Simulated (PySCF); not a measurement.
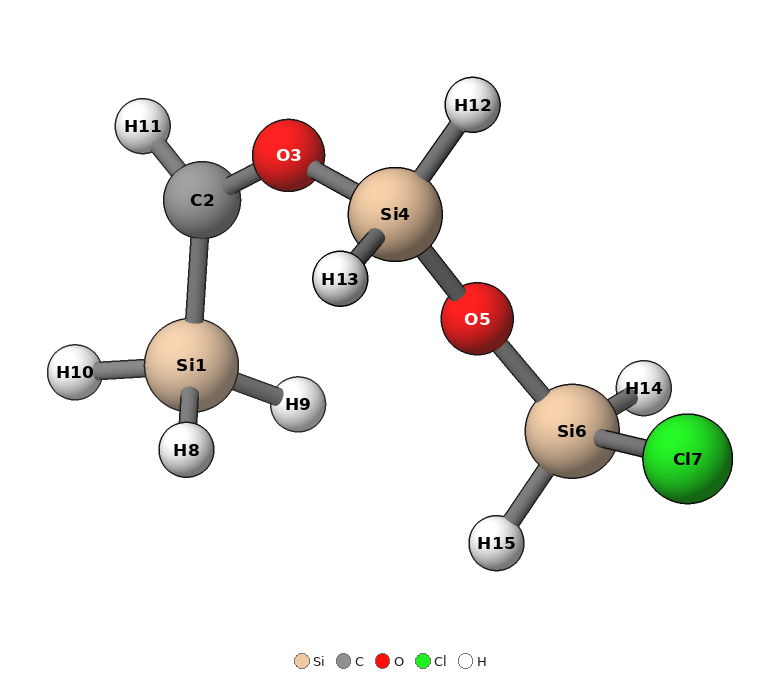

State: neutral, doublet. The geometry was computed by an optimisation with GFN2-xTB. No frequency run is at hand to confirm it as a minimum. Method: UKS B3LYP, pcH-1 on C Cl H O Si, non-relativistic (PySCF 2.14.0).

Give the isotropic hyperfine couplings (Fermi-contact term alone) of Si1, C2, O3, Si4, O5, Si6, Cl7, H8, H9, H10, H11, H12, H13, H14, H15.

| atom | isotope | a_iso (MHz) |
| --- | --- | --- |
| Si1 | 29Si | 43.8 |
| C2 | 13C | 77.0 |
| O3 | 17O | −13.0 |
| Si4 | 29Si | 2.8 |
| O5 | 17O | −3.1 |
| Si6 | 29Si | −0.1 |
| Cl7 | 35Cl | 0.0 |
| H8 | 1H | 49.2 |
| H9 | 1H | 74.5 |
| H10 | 1H | −1.8 |
| H11 | 1H | −55.3 |
| H12 | 1H | −2.1 |
| H13 | 1H | 12.7 |
| H14 | 1H | 0.0 |
| H15 | 1H | 0.4 |

The geometry is semi-empirical. Around Si such bond lengths and angles can be off by a tenth of an ångström or more and by several degrees, and values that hang on the shape move with them.
